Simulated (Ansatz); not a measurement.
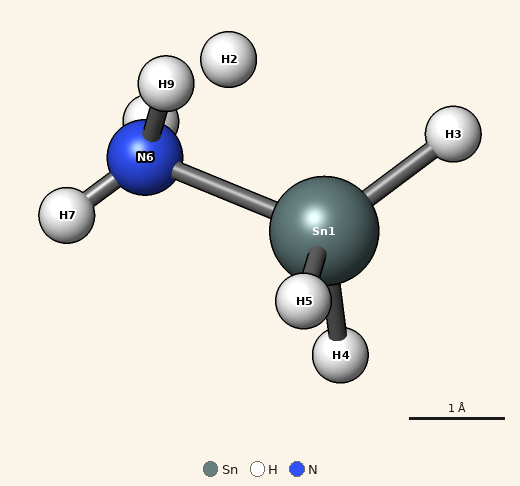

The input geometry (ball-and-stick view, seen at a tilt; atoms are numbered from 1 in the order of the input). Sticks mark near contacts.

**Frequency calculation, with input and output: SnNH7**

- system: SnNH7
- method: RKS B3LYP/def2-SVP (Ansatz 0.2.0)

It belongs to a series of runs on one base structure; here: vibrations at the highest image of the band. Figures and captions count atoms from 1; the log counts them from 0 in places.

### What the program printed
```
Engine: ansatz 0.2.0, aarch64-unknown-linux-gnu
Functional definition: B3LYP
  parameter a0 = 0.2
  parameter ax = 0.72
  parameter ac = 0.81
  exchange = (1 - a0 - ax)*slater_x + ax*b88_x + a0*exact_x
  correlation = (1 - ac)*vwn_rpa_c + ac*lyp_c
914 factors; integrals over basis functions are off by at most 3.3e-4 eV
mean field evaluation 1: about -7428.2069 eV, gradient 5.1e1 eV
mean field evaluation 2: about -7415.0913 eV, gradient 8.6e1 eV
mean field evaluation 4: about -7433.5197 eV, gradient 1.5e0 eV
mean field evaluation 8: about -7433.5420 eV, gradient 1.4e-2 eV
mean field -7433.54203995 eV, -273.1776313324 hartree, gradient 6.6e-5 eV, S^2 0.000000; 0 other end points of the search recorded, 0 dependent functions left out
the calculation of the forces begins
reference -7433.54230360 eV, -273.1776410215 hartree; 18, 18 occupied and 57, 57 virtual orbitals, 914 factors
these checks for a lower state are left out or cut short: stability, starts, cluster_reference, orbital_swaps, neighbouring_geometries, increment
914 factors; integrals over basis functions are off by at most 3.3e-4 eV
mean field evaluation 16: about -7433.5420 eV, gradient 1.8e-1 eV
mean field -7433.54198018 eV, -273.1776291358 hartree, gradient 1.8e-6 eV, S^2 0.000000; 0 other end points of the search recorded, 0 dependent functions left out
[... from here on the field's lines of each further geometry are left out, up to the last ...]
the calculation of the forces begins
reference -7433.54227703 eV, -273.1776400448 hartree; 18, 18 occupied and 57, 57 virtual orbitals, 914 factors
these checks for a lower state are left out or cut short: stability, starts, cluster_reference, orbital_swaps, neighbouring_geometries, increment
914 factors; integrals over basis functions are off by at most 3.3e-4 eV
mean field -7433.54201635 eV, -273.1776304653 hartree, gradient 9.9e-7 eV, S^2 0.000000; 0 other end points of the search recorded, 0 dependent functions left out
the calculation of the forces begins
reference -7433.54228003 eV, -273.1776401551 hartree; 18, 18 occupied and 57, 57 virtual orbitals, 914 factors
WARN: phonons: modes at or below zero, which the zero-point energy, F, S and C_V leave out: 1, the lowest at -1493.51 cm⁻¹. A minimum has none, and a first-order saddle one
Total energy: -7433.54230360 eV, -273.1776410215 hartree
Atom 0 at    -0.299906     0.027445    -0.220221 Å, force    -0.000293    -0.000038     0.000186 eV/Å
Atom 1 at    -0.215028    -1.003904     1.780023 Å, force     0.000139    -0.000327     0.000133 eV/Å
Atom 2 at     1.105595     0.867922     0.285151 Å, force    -0.000363     0.000154    -0.000101 eV/Å
Atom 3 at    -1.039818     1.017015    -1.456081 Å, force     0.000111    -0.000085    -0.000020 eV/Å
Atom 4 at    -0.121324    -1.534196    -0.903220 Å, force     0.000317    -0.000128    -0.000135 eV/Å
Atom 5 at    -2.024605     0.209031     1.188062 Å, force     0.002424    -0.001951     0.000133 eV/Å
Atom 6 at    -2.912347    -0.212010     0.893006 Å, force    -0.001139     0.000280    -0.000273 eV/Å
Atom 7 at    -2.225434     1.143304     1.561172 Å, force    -0.000449     0.001171     0.000675 eV/Å
Atom 8 at    -1.195831    -0.514611     1.800607 Å, force    -0.000746     0.000925    -0.000597 eV/Å
Dipole moment:    -0.438203     0.270942    -0.097738 e Å
Vibrations: -1493.51 184.70 243.03 422.30 516.03 557.79 625.61 653.01 756.78 759.57 789.97 841.99 1424.94 1534.44 1543.66 1694.66 1806.43 1896.18 1923.88 3430.40 3541.87 cm⁻¹, zero-point energy 1.558931 eV
```

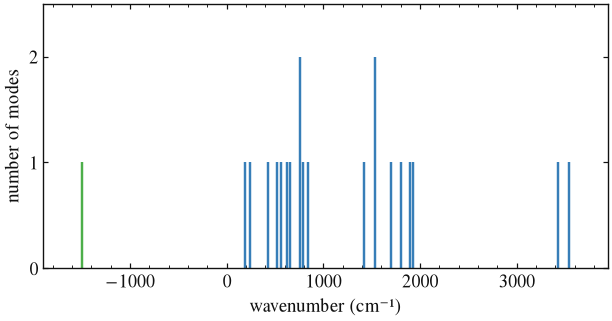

Harmonic vibrational wavenumbers from the force constants; neighbouring modes closer than 23 cm⁻¹ are counted in one stick, and imaginary ones are drawn at negative wavenumbers. 21 modes from 1494i to 3542 cm⁻¹, 1 imaginary beyond 8i (1494i cm⁻¹): a first-order saddle point, if the geometry is stationary.

The run was set up as follows.

### Input
```yaml
crystal:
  periodic: [false, false, false]
  atoms:
    - { symbol: Sn, position_ang: [-0.299906, 0.027445, -0.220221] }
    - { symbol: H, position_ang: [-0.215028, -1.003904, 1.780023] }
    - { symbol: H, position_ang: [1.105595, 0.867922, 0.285151] }
    - { symbol: H, position_ang: [-1.039818, 1.017015, -1.456081] }
    - { symbol: H, position_ang: [-0.121324, -1.534196, -0.90322] }
    - { symbol: "N", position_ang: [-2.024605, 0.209031, 1.188062] }
    - { symbol: H, position_ang: [-2.912347, -0.21201, 0.893006] }
    - { symbol: H, position_ang: [-2.225434, 1.143304, 1.561172] }
    - { symbol: H, position_ang: [-1.195831, -0.514611, 1.800607] }
basis:
  gaussian: { orbitals: def2-SVP }
hamiltonian:
  xc: b3lyp
phonons: {}
```

Run as:
```bash
ansatz run input.yaml --threads 1 --pin off --max-ram 2048MiB --backend cpu --events-out ev --progress --plain --runs-dir out
```

### Summary

```json
{"quantity": "outcome", "value": "converged"}
{"quantity": "total energy", "value": "−7433.5423 eV"}
{"quantity": "mean-field energy", "value": "−7433.5423 eV"}
{"quantity": "largest force (length of the vector)", "value": "0.003 eV/Å"}
{"quantity": "hardware", "value": "1 thread of Arm Neoverse V2, 24 GiB of memory available, shared host"}
{"quantity": "wall time", "value": "91 s"}
{"quantity": "peak memory", "value": "0.15 GiB"}
```
